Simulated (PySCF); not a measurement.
**C12H8, SMILES `c1ccc2c(c1)c1ccccc12`: what the electrons do**

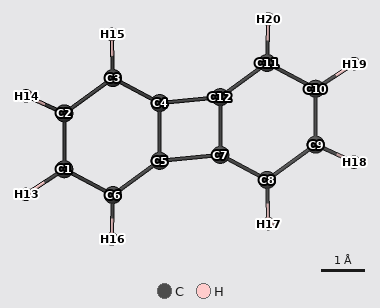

The molecule, with its atoms numbered as below. No frequency check shows the geometry to be a minimum.

Geometry (Å), atoms numbered from 1:

```
C1      -3.0869   -0.6885    0.0000
C2      -3.0869    0.6885    0.0000
C3      -1.8951    1.4411    0.0000
C4      -0.7463    0.7116    0.0000
C5      -0.7463   -0.7116    0.0000
C6      -1.8951   -1.4411    0.0000
C7       0.7463   -0.7116    0.0000
C8       1.8951   -1.4411    0.0000
C9       3.0869   -0.6885    0.0000
C10      3.0869    0.6885    0.0000
C11      1.8951    1.4411    0.0000
C12      0.7463    0.7116    0.0000
H13     -4.0311   -1.2141    0.0000
H14     -4.0311    1.2141    0.0000
H15     -1.9220    2.5204    0.0000
H16     -1.9220   -2.5204    0.0000
H17      1.9220   -2.5204    0.0000
H18      4.0311   -1.2141    0.0000
H19      4.0311    1.2141    0.0000
H20      1.9220    2.5204    0.0000
```

## 1. Bonding charge

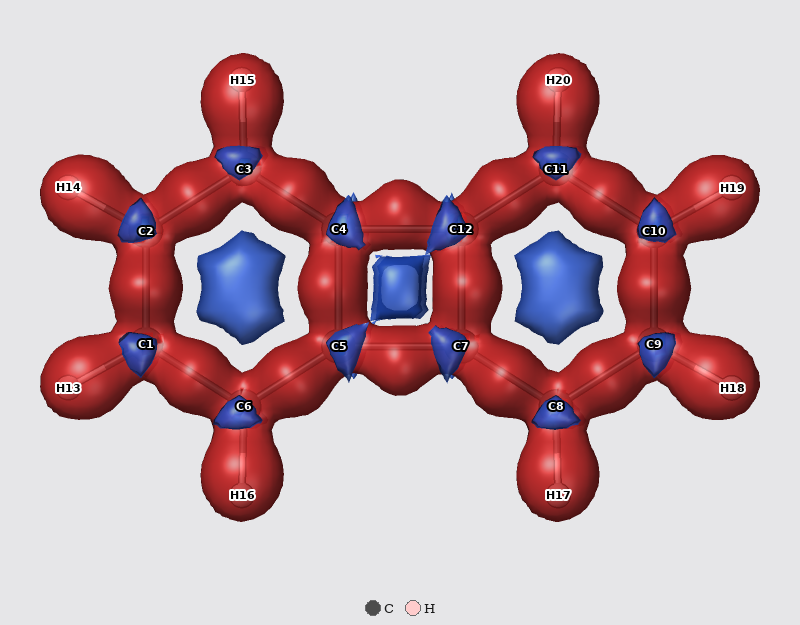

Deformation density (molecule less spherical, spin-averaged free atoms at the same positions), surfaces at ±0.1 e/Å³; red: gain, blue: loss.

Computed with PySCF, B3LYP/6-31G*, geometry: GFN2-xTB. This is a single-reference result, which may miss multireference character in this system.

Q: How much density has each bond gained at its critical point, relative to the free atoms?

A: C1–H13, C2–H14, C9–H18 and C10–H19: +0.67 e/Å³ at the bond critical point (bond length 1.08 Å, Mayer order 0.9). C3–H15, C6–H16, C8–H17 and C11–H20: +0.67 e/Å³ at the bond critical point (bond length 1.08 Å, Mayer order 0.9). C3–C4, C5–C6, C7–C8 and C11–C12: +0.65 e/Å³ at the bond critical point (bond length 1.36 Å, Mayer order 1.6). C1–C2 and C9–C10: +0.63 e/Å³ at the bond critical point (bond length 1.38 Å, Mayer order 1.5). C4–C5 and C7–C12: +0.62 e/Å³ at the bond critical point (bond length 1.42 Å, Mayer order 1.2). C2–C3, C1–C6, C8–C9 and C10–C11: +0.58 e/Å³ at the bond critical point (bond length 1.41 Å, Mayer order 1.3). C5–C7 and C4–C12: +0.45 e/Å³ at the bond critical point (bond length 1.49 Å, Mayer order 0.9). In all, 4.5 electrons gather in the regions of gain relative to the promolecule.

## 2. Bond critical points

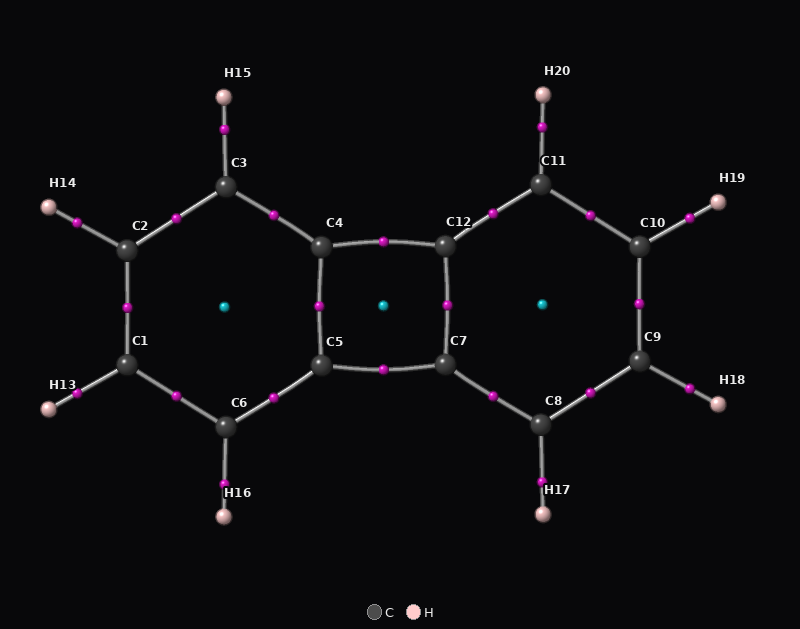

Molecular graph of the electron density (QTAIM): bond paths, bond critical points (magenta), ring points (cyan, if any); weak paths are dashed.

Q: How many critical points of each kind are there, and does the count close?

A: 20 nuclei, 22 bond, 3 ring and 0 cage critical points: 20 − 22 + 3 − 0 = 1, as the Poincaré–Hopf relation requires.

Q: Tabulate density, Laplacian, ellipticity and energy density at the bond critical points (atomic units).

A:
| bond | length (Å) | ρ (a.u.) | ∇²ρ (a.u.) | ε | H (a.u.) |
| --- | --- | --- | --- | --- | --- |
| C3–C4 (4 alike) | 1.361 | 0.330 | −0.96 | 0.24 | −0.354 |
| C1–C2 (2 alike) | 1.377 | 0.322 | −0.91 | 0.24 | −0.335 |
| C4–C5 (2 alike) | 1.423 | 0.308 | −0.83 | 0.17 | −0.302 |
| C2–C3 (4 alike) | 1.410 | 0.304 | −0.82 | 0.18 | −0.297 |
| C1–H13 (4 alike) | 1.081 | 0.281 | −0.99 | 0.02 | −0.285 |
| C3–H15 (4 alike) | 1.080 | 0.280 | −0.99 | 0.01 | −0.284 |
| C5–C7 (2 alike) | 1.493 | 0.258 | −0.60 | 0.04 | −0.218 |

Q: What kind of interaction is C1–C2?

A: Shared-shell (covalent): ρ = 0.322, ∇²ρ = −0.91, H = −0.335 a.u. Its ellipticity of 0.24 shows that the density isn't cylindrical about the bond.

## 3. Local ionisation energy

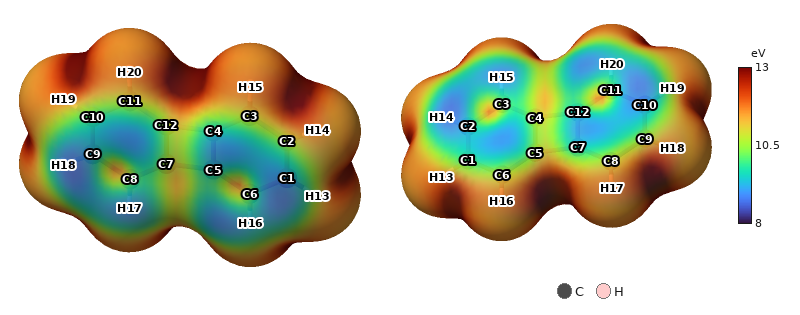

Average local ionisation energy on the surface of electron density 0.001 a.u. (back view left, front view right).

Q: Locate the minima of the map.

A: The lowest value is 8.8 eV, off the C1–C2 bond (2.1 Å from its atoms), and at like points elsewhere. For comparison, the highest occupied orbital lies at −5.3 eV.

## 4. In an electric field

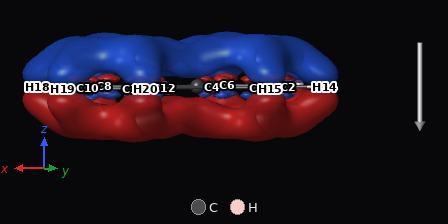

Change of the electron density in a uniform field of 0.10 V/Å along −z (arrow), surfaces at ±0.0004 e/Å³ (blue: gain, red: loss).

Level of theory: PBE0/def2-SVP (PySCF), at a geometry from GFN2-xTB. This is a single-reference result, which may miss multireference character in this system. A basis without diffuse functions makes polarisabilities too small.

Q: How large is the response?

A: The induced dipole is 0.27 D (along the field); α along this axis, from the fields in both directions, is 52 bohr³ (7.7 Å³).

Q: Which atoms gain and lose the most charge?

A: Hardly any: no atom's Hirshfeld charge changes by as much as 0.002 e. The density shifts from one side of each atom to the other; 0.030 electrons are displaced in all.

## 5. Localised orbitals

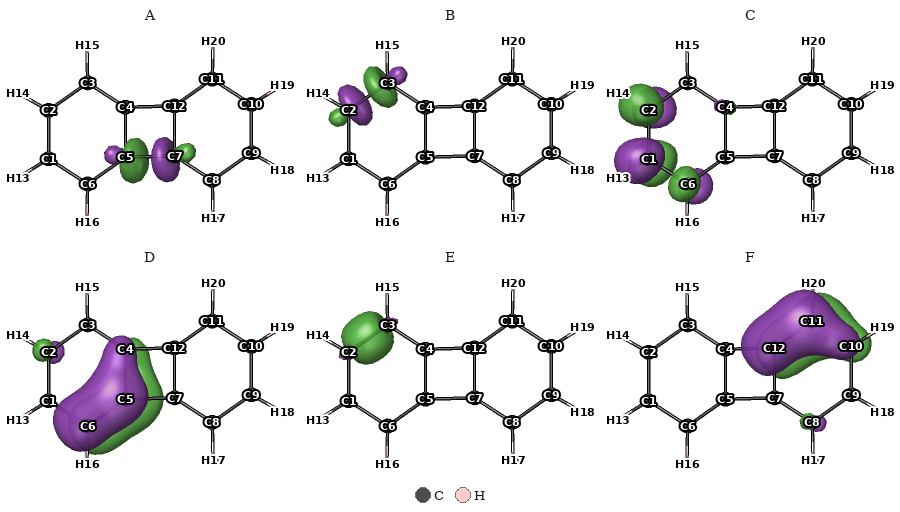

Intrinsic bond orbitals (IBO), occupied and valence-virtual; each surface holds about 70 % of the orbital's density. Energies are diagonal elements of the Fock matrix.

Method: B3LYP/cc-pVDZ; geometry: GFN2-xTB; program: PySCF. This is a single-reference result, which may miss multireference character in this system.

Q: What does each orbital represent in a Lewis picture?

A: By panel:
- A: σ* orbital C5–C7 (C5 49 %, C7 49 %; 11.6 eV)
- B: σ* orbital C2–C3 (C2 50 %, C3 49 %; 14.2 eV)
- C: π* orbital C1–C2 (C1 49 %, C2 32 %, C6 13 %; 2.1 eV)
- D: delocalised π orbital mainly over C5, C6 and C4 (C5 47 %, C6 36 %, C4 9 %; −8.2 eV)
- E: σ bond C3–C2 (C3 50 %, C2 49 %; −16.0 eV)
- F: delocalised π orbital mainly over C11, C12 and C10 (C11 48 %, C12 35 %, C10 11 %; −8.3 eV)
